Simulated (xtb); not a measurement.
## C2H8NSi (charge −1): geometry relaxation (part 3 of 3)

C2H8NSi, charge −1; GFN-FF (xtb 6.7.1). The input holds or restrains some coordinates. The geometry comes from this level: GFN2-xTB.

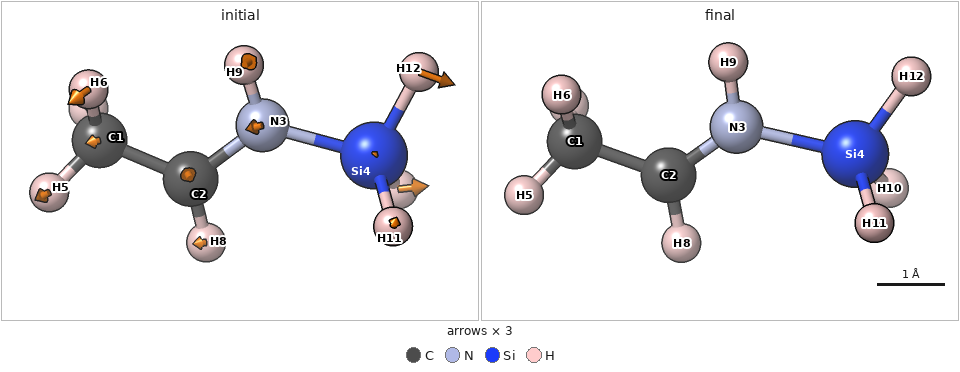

**Figure 1.** Before (left) and after (right) the restrained relaxation, at one scale (ball-and-stick view, seen at a tilt). The orange arrows give the displacements, magnified 3 times. The atom that moves furthest after the best rigid fit is H12 (0.20 Å). Largest moves by element: H 0.20 Å, C 0.11 Å, N 0.10 Å, Si 0.03 Å. Distances before and after: N3–Si4 1.727 → 1.821 Å, C2–N3 1.373 → 1.293 Å, C1–H5 1.089 → 1.101 Å, Si4–H12 1.460 → 1.472 Å. Among the angles that change: Si4–N3–H9 119.5° → 108.6°, N3–Si4–H12 103.0° → 112.8°, C2–C1–H7 112.4° → 103.8°. The energy falls by 0.699 eV in 15 geometry steps. (Atoms are counted from 1 in the order of the input.)

This output came from the following input.

## Input (start.xyz)
```
12
start
C     -0.48082000     1.92077000     0.45448000
C     -0.59790000     0.45292000     0.28206000
N      0.49394000    -0.29641000    -0.08117000
Si     0.51969000    -1.97390000    -0.49154000
H     -1.29712000     2.29651000     1.06923000
H      0.46467000     2.17752000     0.93514000
H     -0.51752000     2.45885000    -0.50375000
H     -1.55659000    -0.00193000     0.11990000
H      1.36447000     0.19883000     0.04073000
H     -0.38911000    -2.19313000    -1.62290000
H      0.07358000    -2.83098000     0.61749000
H      1.92271000    -2.20904000    -0.81968000
```

## File detailed.inp
```
$opt
   exact rf
   microcycle=10
$constrain
   force constant=0.5
   angle: 2, 1, 7, 102.4
$end
```

Run as:
```bash
xtb start.xyz --norestart --chrg -1 --cycles 500 --input detailed.inp --gfnff --opt normal > run.log
```

## Summary

- outcome: converged under the restraints of the input
- total energy: −2.751442 hartree
- dispersion energy: −0.005656 hartree
- hardware: 1 thread of Intel Xeon @ 2.90GHz (Ice Lake), 192 GiB of memory available, shared host
- peak memory: 0.072 GiB

## Notes

Settings chosen away from the usual ones: method = gfn-ff; task = optimise; x = {"opt_cycles": 500, "exact_rf": 1, "opt_microcycles": 10}; partner = anion; opt_level = normal; con = ["angle", [1, 0, 6], 102.4, 132.4, 9].
